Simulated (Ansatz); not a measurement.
# BH₃ (triplet): correlated methods under varied settings

Aim: run BH₃ (triplet) at one geometry under a spread of methods and options, and see what each costs and gives.

Program: Ansatz 0.2.0, Gaussian basis. Level of theory: the settings change from run to run. These are calculated values, not measurements.

20 further runs of the same task are left out: 4 for a known fault of the program, 8 that didn't finish, 8 set aside as unsound or not needed.

### 1 What is computed

The geometry is a PBE0/def2-TZVPD stationary point (not a proven minimum) of the parent state, kept for this charge and spin.

4 atoms, charge 0, spin multiplicity 3.

Atoms are counted from 1 here; the program's logs count them from 0.

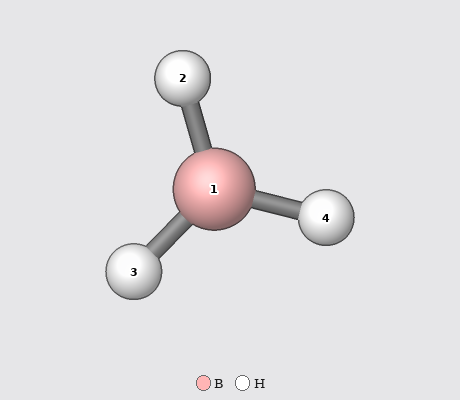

The structure; boron pink, hydrogen white; atoms are numbered from 1 in the order of the file.

### 2 HF/aug-cc-pVDZ

in.yaml reads:

```yaml
crystal:
  periodic: [false, false, false]
  atoms:
    - {symbol: B, position_ang: [0.000000, 0.000000, 0.000000]}
    - {symbol: H, position_ang: [1.215774, 0.014597, 0.003233]}
    - {symbol: H, position_ang: [-0.620523, 1.045595, -0.003567]}
    - {symbol: H, position_ang: [-0.595251, -1.060192, 0.000333]}
basis:
  gaussian: {orbitals: aug-cc-pVDZ}
magnetization: {spin_polarized: true, initial_magnetization: 2}
hamiltonian: {xc: hf}
output: {forces: true, orbitals: {seedname: orbitals}}
```

Started as:

```sh
$ ansatz run in.yaml --threads 1 --pin off --events-out ev --progress --plain --max-ram 2393MiB
```

Standard output:

```text
Functional definition: HF
  name "HF"
  cite "Fock, Z. Phys. 61, 126 (1930) doi:10.1007/BF01340294"
  parent pbe
  exchange = exact_x
  correlation = 0
479 factors; integrals over basis functions are off by at most 9.9e-4 eV
mean field evaluation 1: about -712.0847 eV, gradient 8.9e0 eV
mean field evaluation 2: about -712.0840 eV, gradient 8.9e0 eV
mean field evaluation 4: about -712.8310 eV, gradient 8.0e-1 eV
mean field evaluation 8: about -712.8421 eV, gradient 2.5e-3 eV
mean field evaluation 16: about -712.8999 eV, gradient 9.1e-3 eV
mean field evaluation 32: about -712.8421 eV, gradient 3.0e-2 eV
mean field evaluation 64: about -712.8999 eV, gradient 3.9e-2 eV
mean field evaluation 96: about -712.8374 eV, gradient 4.6e-1 eV
mean field evaluation 128: about -712.8999 eV, gradient 7.9e-4 eV
mean field -712.89992998 eV, -26.1985892057 hartree, gradient 9.0e-6 eV, S^2 2.009353; 4 other end points of the search recorded, 0 dependent functions left out
the calculation of the forces begins
reference -712.89992998 eV, -26.1985892057 hartree; 5, 3 occupied and 45, 47 virtual orbitals, 479 factors
WARN: the results are in doubt because the forces break the atoms' symmetry
Total energy: -712.89992998 eV, -26.1985892057 hartree
Atom 0 at     0.000000     0.000000     0.000000 Å, force     2.984538     5.315860    -0.001672 eV/Å
Atom 1 at     1.215774     0.014597     0.003233 Å, force    -0.411589    -1.613624     0.001833 eV/Å
Atom 2 at    -0.620523     1.045595    -0.003567 Å, force    -1.163336    -1.191534    -0.000951 eV/Å
Atom 3 at    -0.595251    -1.060192     0.000333 Å, force    -1.409613    -2.510702     0.000789 eV/Å
Dipole moment:    -0.154434    -0.275066     0.000086 e Å
In doubt: the forces break the atoms' symmetry
```

Run time: 0.78 s. Hardware: 1 thread of Intel Xeon Platinum 8375C at 2.90GHz, shared host.

From the report: ⟨S²⟩ of the determinant 2.009 (pure triplet: 2.00). The program marks this result as in doubt; its last lines say why.

### 3 MP2 on UHF/aug-cc-pVDZ

Edit in.yaml of step 2 so:

```diff
@@ -10,3 +10,4 @@
 magnetization: {spin_polarized: true, initial_magnetization: 2}
-hamiltonian: {xc: hf}
-output: {forces: true, orbitals: {seedname: orbitals}}
+correlation: {method: mp2, electrons: outside_noble_gas}
+scf: {lower_state_search: off}
+output: {forces: true}
```

Launched as before.

Standard output, shortened:

```text
Functional definition: HF
  name "HF"
  cite "Fock, Z. Phys. 61, 126 (1930) doi:10.1007/BF01340294"
  parent pbe
[...]
479 factors; integrals over basis functions are off by at most 9.9e-4 eV
[...]
mean field -712.89992998 eV, -26.1985892057 hartree, gradient 2.0e-6 eV, S^2 2.009353; 1 other end points of the search recorded, 0 dependent functions left out
1 core orbitals not correlated: weight in the atoms' cores, before any rotation towards them, 1.000 or more for the frozen orbitals, at most 0.000 for the correlated occupied ones
reference -712.89992998 eV, -26.1985892057 hartree; 4, 2 occupied and 45, 47 virtual orbitals, 479 factors
second order -2.42598636 eV of doubles, -0.00000000 eV of singles
[...]
WARN: the results are in doubt because the forces break the atoms' symmetry
Total energy: -715.32591634 eV, -26.2877425601 hartree
Atom 0 at     0.000000     0.000000     0.000000 Å, force     2.593358    -4.369891     0.014906 eV/Å
Atom 1 at     1.215774     0.014597     0.003233 Å, force    -0.079346     1.586621    -0.003100 eV/Å
Atom 2 at    -0.620523     1.045595    -0.003567 Å, force    -1.159338     1.953516    -0.006664 eV/Å
Atom 3 at    -0.595251    -1.060192     0.000333 Å, force    -1.354674     0.829754    -0.005142 eV/Å
Dipole moment:    -0.125523     0.211510    -0.000721 e Å
In doubt: the forces break the atoms' symmetry
Checks for a lower state left out: starts, cluster_reference, orbital_swaps, neighbouring_geometries, increment
```

Wall time 0.61 s (1 thread of Intel Xeon Platinum 8375C at 2.90GHz, shared host).

From the report: ⟨S²⟩ of the determinant 2.009 (pure triplet: 2.00). Mind the lines of doubt at the end of the log.

### 4 MP2 on UHF/aug-cc-pVDZ

Edit in.yaml of step 3 so:

```diff
@@ -11,3 +11,2 @@
 correlation: {method: mp2, electrons: outside_noble_gas}
-scf: {lower_state_search: off}
 output: {forces: true}
```

Same command.

Standard output, shortened:

```text
Functional definition: HF
  name "HF"
  cite "Fock, Z. Phys. 61, 126 (1930) doi:10.1007/BF01340294"
  parent pbe
[...]
479 factors; integrals over basis functions are off by at most 9.9e-4 eV
[...]
mean field -712.89992998 eV, -26.1985892057 hartree, gradient 2.0e-6 eV, S^2 2.009353; 8 other end points of the search recorded, 0 dependent functions left out
1 core orbitals not correlated: weight in the atoms' cores, before any rotation towards them, 1.000 or more for the frozen orbitals, at most 0.000 for the correlated occupied ones
reference -712.89992998 eV, -26.1985892057 hartree; 4, 2 occupied and 45, 47 virtual orbitals, 479 factors
second order -2.42598636 eV of doubles, -0.00000000 eV of singles
[...]
WARN: the results are in doubt because the forces break the atoms' symmetry
Total energy: -715.32591634 eV, -26.2877425601 hartree
Atom 0 at     0.000000     0.000000     0.000000 Å, force     2.593358    -4.369891     0.014906 eV/Å
Atom 1 at     1.215774     0.014597     0.003233 Å, force    -0.079346     1.586621    -0.003100 eV/Å
Atom 2 at    -0.620523     1.045595    -0.003567 Å, force    -1.159338     1.953516    -0.006664 eV/Å
Atom 3 at    -0.595251    -1.060192     0.000333 Å, force    -1.354674     0.829754    -0.005142 eV/Å
Dipole moment:    -0.125523     0.211510    -0.000721 e Å
In doubt: the forces break the atoms' symmetry
```

It took 1.1 s on 1 thread of Intel Xeon Platinum 8375C at 2.90GHz, shared host.

From the report: ⟨S²⟩ of the determinant 2.009 (pure triplet: 2.00). Mind the lines of doubt at the end of the log.

### 5 CCSDT on UHF/6-31G

Edit in.yaml of step 4 so:

```diff
@@ -8,5 +8,4 @@
 basis:
-  gaussian: {orbitals: aug-cc-pVDZ}
+  gaussian: {orbitals: 6-31G}
 magnetization: {spin_polarized: true, initial_magnetization: 2}
-correlation: {method: mp2, electrons: outside_noble_gas}
-output: {forces: true}
+correlation: {method: ccsdt, electrons: valence}
```

The command is unchanged.

Standard output, shortened:

```text
Functional definition: HF
  name "HF"
  cite "Fock, Z. Phys. 61, 126 (1930) doi:10.1007/BF01340294"
  parent pbe
[...]
342 factors; integrals over basis functions are off by at most 9.3e-8 eV
[...]
mean field -712.30583370 eV, -26.1767565701 hartree, gradient 7.8e-7 eV, S^2 2.007979; 9 other end points of the search recorded, 0 dependent functions left out
determinant -712.30583370 eV, -26.1767565701 hartree, with singles and doubles -714.23581562 eV, -26.2476820978 hartree
determinant -712.28112444 eV, -26.1758485219 hartree, with singles and doubles -714.24133399 eV, -26.2478848940 hartree
determinant -712.30583370 eV, -26.1767565701 hartree, with singles and doubles -714.23691024 eV, -26.2477223243 hartree
determinant -712.28112444 eV, -26.1758485219 hartree, with singles and doubles -714.24186528 eV, -26.2479044184 hartree
[...]
1 core orbitals not correlated: weight in the atoms' cores, before any rotation towards them, 1.000 or more for the frozen orbitals, at most 0.000 for the correlated occupied ones
reference -712.28112444 eV, -26.1758485219 hartree; 4, 2 occupied and 10, 12 virtual orbitals, 342 factors
second order -1.38946620 eV of doubles, -0.00000000 eV of singles
cycle   1  -1.74705379 eV  change   -3.6e-1 eV  update   5.2e-2
[...]
cycle  12  -1.99802130 eV  change    3.5e-7 eV  update   5.2e-7
Total energy: -714.27914574 eV, -26.2492744501 hartree
```

Run time: 1 s. Hardware: 1 thread of Intel Xeon Platinum 8375C at 2.90GHz, shared host.

From the report: ⟨S²⟩ of the determinant 2.024 (pure triplet: 2.00); correlation -1.9980 eV; T1 0.012; largest double amplitude 0.07.

### 6 FCI/STO-3G

Edit in.yaml of step 5 so:

```diff
@@ -8,4 +8,4 @@
 basis:
-  gaussian: {orbitals: 6-31G}
-magnetization: {spin_polarized: true, initial_magnetization: 2}
-correlation: {method: ccsdt, electrons: valence}
+  gaussian: {orbitals: STO-3G}
+magnetization: {spin_polarized: false, initial_magnetization: 2}
+correlation: {method: fci, electrons: outside_noble_gas}
```

The command is unchanged.

Standard output, shortened:

```text
Functional definition: HF
  name "HF"
  cite "Fock, Z. Phys. 61, 126 (1930) doi:10.1007/BF01340294"
  parent pbe
[...]
108 factors; integrals over basis functions are off by at most 3.8e-8 eV
[...]
mean field -702.41963975 eV, -25.8134456437 hartree, gradient 1.9e-6 eV, S^2 2.000000; 7 other end points of the search recorded, 0 dependent functions left out
[...]
determinant -702.41963975 eV, -25.8134456437 hartree, with singles and doubles -703.85917041 eV, -25.8663474199 hartree
determinant -702.32570308 eV, -25.8099935346 hartree, with singles and doubles -703.86118379 eV, -25.8664214099 hartree
determinant -702.41963975 eV, -25.8134456437 hartree, with singles and doubles -703.86030086 eV, -25.8663889630 hartree
determinant -702.32570308 eV, -25.8099935346 hartree, with singles and doubles -703.86194749 eV, -25.8664494754 hartree
1 core orbitals not correlated: weight in the atoms' cores, before any rotation towards them, 1.000 or more for the frozen orbitals, at most 0.000 for the correlated occupied ones
reference -702.41963975 eV, -25.8134456437 hartree; 4, 2 occupied and 3, 5 virtual orbitals, 108 factors
state -703.87824747 eV, -25.8670484887 hartree
1 core orbitals not correlated: weight in the atoms' cores, before any rotation towards them, 1.000 or more for the frozen orbitals, at most 0.000 for the correlated occupied ones
state -703.87832725 eV, -25.8670514206 hartree
Total energy: -703.87832725 eV, -25.8670514206 hartree
```

Wall time 0.31 s (1 thread of Intel Xeon Platinum 8375C at 2.90GHz, shared host).

From the report: 296 determinants, symmetry A2.

### 7 CASSCF(4,6)/cc-pVDZ

Edit in.yaml of step 6 so:

```diff
@@ -8,4 +8,7 @@
 basis:
-  gaussian: {orbitals: STO-3G}
+  gaussian: {orbitals: cc-pVDZ}
 magnetization: {spin_polarized: false, initial_magnetization: 2}
-correlation: {method: fci, electrons: outside_noble_gas}
+hamiltonian: {pseudopotentials: {relativity: none}}
+correlation: {active_space: {window: {electrons: 4, orbitals: 6}}}
+scf: {lower_state_search: off}
+output: {forces: true}
```

Same command.

Standard output, shortened:

```text
Functional definition: HF
  name "HF"
  cite "Fock, Z. Phys. 61, 126 (1930) doi:10.1007/BF01340294"
  parent pbe
[...]
259 factors; integrals over basis functions are off by at most 1.2e-3 eV
[...]
mean field -712.60363818 eV, -26.1877006831 hartree, gradient 1.6e-6 eV, S^2 2.000000; 0 other end points of the search recorded, 0 dependent functions left out
reference -712.60363818 eV, -26.1877006831 hartree; 5, 3 occupied and 24, 26 virtual orbitals, 259 factors
state -713.56759569 eV, -26.2231254682 hartree
[...]
Total energy: -713.56759569 eV, -26.2231254682 hartree
Atom 0 at     0.000000     0.000000     0.000000 Å, force     5.023758     0.060314     0.013361 eV/Å
Atom 1 at     1.215774     0.014597     0.003233 Å, force    -0.686835    -0.008246    -0.001827 eV/Å
Atom 2 at    -0.620523     1.045595    -0.003567 Å, force    -2.176030     0.604579    -0.006935 eV/Å
Atom 3 at    -0.595251    -1.060192     0.000333 Å, force    -2.160893    -0.656647    -0.004599 eV/Å
Dipole moment:    -0.237818    -0.002855    -0.000632 e Å
Checks for a lower state left out: stability, starts, cluster_reference, orbital_swaps, neighbouring_geometries, increment
```

Run time: 0.21 s. Hardware: 1 thread of Intel Xeon Platinum 8375C at 2.90GHz, shared host.

From the report: 225 determinants; active occupations 1.96, 1.00, 1.00, 0.03, 0.01, 0.01.

### 8 CASSCF(4,6)/def2-mTZVP

Edit in.yaml of step 7 so:

```diff
@@ -8,7 +8,6 @@
 basis:
-  gaussian: {orbitals: cc-pVDZ}
+  gaussian: {orbitals: def2-mTZVP, fitting: {mean_field: def2-universal-jkfit}}
 magnetization: {spin_polarized: false, initial_magnetization: 2}
-hamiltonian: {pseudopotentials: {relativity: none}}
+hamiltonian: {pseudopotentials: {relativity: scalar}}
 correlation: {active_space: {window: {electrons: 4, orbitals: 6}}}
 scf: {lower_state_search: off}
-output: {forces: true}
```

Launched as before.

Standard output:

```text
Functional definition: HF
  name "HF"
  cite "Fock, Z. Phys. 61, 126 (1930) doi:10.1007/BF01340294"
  parent pbe
  exchange = exact_x
  correlation = 0
these checks for a lower state are left out or cut short: stability, starts, cluster_reference, orbital_swaps, neighbouring_geometries, increment
129 factors; integrals over basis functions are off by at most 4.5e-1 eV
mean field evaluation 1: about -712.1659 eV, gradient 1.1e1 eV
mean field evaluation 2: about -712.7626 eV, gradient 2.4e0 eV
mean field evaluation 4: about -712.7920 eV, gradient 7.6e-2 eV
mean field evaluation 8: about -712.7921 eV, gradient 5.3e-4 eV
mean field -712.79205174 eV, -26.1946247537 hartree, gradient 2.8e-6 eV, S^2 2.000000; 0 other end points of the search recorded, 0 dependent functions left out
reference -712.79205174 eV, -26.1946247537 hartree; 5, 3 occupied and 23, 25 virtual orbitals, 129 factors
state -713.75941286 eV, -26.2301746191 hartree
Total energy: -713.75941286 eV, -26.2301746191 hartree
Relativity: scalar
Checks for a lower state left out: stability, starts, cluster_reference, orbital_swaps, neighbouring_geometries, increment
```

Wall time 0.28 s (1 thread of Intel Xeon Platinum 8375C at 2.90GHz, shared host).

From the report: 225 determinants; active occupations 1.96, 1.00, 1.00, 0.03, 0.01, 0.00.

### 9 BCCD on UHF/aug-cc-pVDZ

in.yaml reads:

```yaml
crystal:
  periodic: [false, false, false]
  atoms:
    - {symbol: B, position_ang: [0.000000, 0.000000, 0.000000]}
    - {symbol: H, position_ang: [1.215774, 0.014597, 0.003233]}
    - {symbol: H, position_ang: [-0.620523, 1.045595, -0.003567]}
    - {symbol: H, position_ang: [-0.595251, -1.060192, 0.000333]}
basis:
  gaussian: {orbitals: aug-cc-pVDZ}
magnetization: {spin_polarized: true, initial_magnetization: 2}
correlation: {method: bccd, electrons: outside_noble_gas, diis_vectors: 1}
```

The command is unchanged.

Standard output, shortened:

```text
Functional definition: HF
  name "HF"
  cite "Fock, Z. Phys. 61, 126 (1930) doi:10.1007/BF01340294"
  parent pbe
[...]
479 factors; integrals over basis functions are off by at most 9.9e-4 eV
[...]
mean field -712.89992998 eV, -26.1985892057 hartree, gradient 2.0e-6 eV, S^2 2.009353; 9 other end points of the search recorded, 0 dependent functions left out
determinant -712.89992998 eV, -26.1985892057 hartree, with singles and doubles -716.01632819 eV, -26.3131147276 hartree
determinant -712.84205837 eV, -26.1964624633 hartree, with singles and doubles -716.04687082 eV, -26.3142371485 hartree
determinant -712.89992998 eV, -26.1985892057 hartree, with singles and doubles -716.02511033 eV, -26.3134374655 hartree
determinant -712.84205837 eV, -26.1964624633 hartree, with singles and doubles -716.03246031 eV, -26.3137075723 hartree
1 core orbitals not correlated: weight in the atoms' cores, before any rotation towards them, 1.000 or more for the frozen orbitals, at most 0.000 for the correlated occupied ones
reference -712.84205837 eV, -26.1964624633 hartree; 4, 2 occupied and 45, 47 virtual orbitals, 479 factors
second order -2.50041266 eV of doubles, -0.00000000 eV of singles
cycle   1  -3.18774258 eV  change    2.7e-3 eV  update   2.2e-3
[...]
cycle   7  -3.18668323 eV  change   -4.0e-6 eV  update   6.0e-6
Total energy: -716.02874160 eV, -26.3135709119 hartree
```

It took 4.4 s on 1 thread of Intel Xeon Platinum 8375C at 2.90GHz, shared host.

From the report: ⟨S²⟩ of the determinant 2.027 (pure triplet: 2.00); correlation -3.1867 eV; largest double amplitude 0.04.

### 10 BCCD/aug-cc-pVDZ

Edit in.yaml of step 9 so:

```diff
@@ -9,3 +9,4 @@
   gaussian: {orbitals: aug-cc-pVDZ}
-magnetization: {spin_polarized: true, initial_magnetization: 2}
-correlation: {method: bccd, electrons: outside_noble_gas, diis_vectors: 1}
+magnetization: {spin_polarized: false, initial_magnetization: 2}
+hamiltonian: {xc: {name: PBE}}
+correlation: {method: bccd, electrons: outside_noble_gas}
```

Same command.

Standard output, shortened:

```text
Functional definition: PBE
  name "PBE"
  cite "Perdew, Burke & Ernzerhof, Phys. Rev. Lett. 77, 3865 (1996) doi:10.1103/PhysRevLett.77.3865"
  parent pbe
[...]
479 factors; integrals over basis functions are off by at most 9.9e-4 eV
[...]
mean field -717.44671337 eV, -26.3656804136 hartree, gradient 5.9e-7 eV, S^2 2.000000; 6 other end points of the search recorded, 0 dependent functions left out
[...]
1 core orbitals not correlated: weight in the atoms' cores, before any rotation towards them, 1.000 or more for the frozen orbitals, at most 0.000 for the correlated occupied ones
reference -712.42472091 eV, -26.1811255945 hartree; 4, 2 occupied and 45, 47 virtual orbitals, 479 factors
second order -2.72664073 eV of doubles, -0.21504597 eV of singles
cycle   1  -3.41860266 eV  change   -4.8e-1 eV  update   5.1e-2
[...]
cycle  11  -3.57176169 eV  change   -3.6e-7 eV  update   2.7e-6
Total energy: -715.99648260 eV, -26.3123854157 hartree
```

Wall time 5.5 s (1 thread of Intel Xeon Platinum 8375C at 2.90GHz, shared host).

From the report: correlation -3.5718 eV; largest double amplitude 0.05.

### 11 The runs in one table

Where basis and cores are those of an earlier UCCSDT(Q)/aug-cc-pVDZ run (-716.1349 eV), and the state is the same kind, the miss against it is given. † marks a result that the program doubts.

```csv
level,correlated,functions,energy (eV),from UCCSDT(Q) (meV),time
HF/aug-cc-pVDZ †,,50,-712.8999,3234.9,0.78 s
MP2 on UHF/aug-cc-pVDZ †,outside noble gas,50,-715.3259,808.9,0.61 s
MP2 on UHF/aug-cc-pVDZ †,outside noble gas,50,-715.3259,808.9,1.1 s
CCSDT on UHF/6-31G,valence,15,-714.2791,,1 s
FCI/STO-3G,outside noble gas,8,-703.8783,,0.31 s
"CASSCF(4,6)/cc-pVDZ",,29,-713.5676,,0.21 s
"CASSCF(4,6)/def2-mTZVP (relativity set)",,28,-713.7594,,0.28 s
BCCD on UHF/aug-cc-pVDZ,outside noble gas,50,-716.0287,106.1,4.4 s
BCCD/aug-cc-pVDZ (on PBE orbitals),outside noble gas,50,-715.9965,138.4,5.5 s
```

### 12 Outcome

```
quantity                                      value
    runs                                          9
quickest                CASSCF(4,6)/cc-pVDZ, 0.21 s
 slowest  BCCD/aug-cc-pVDZ (on PBE orbitals), 5.5 s
```

**Reading.** Total energies in different bases, with other cores or another treatment of relativity can't be set against each other. BCCD/aug-cc-pVDZ (on PBE orbitals) took 26 times as long as CASSCF(4,6)/cc-pVDZ; the jobs differ in more than the method. Among the correlated runs with a miss given, it spans +106 to +809 meV. Hartree-Fock, CASSCF and CASCI lack dynamic correlation by design. Cores frozen from Kohn-Sham orbitals shift the total energy.
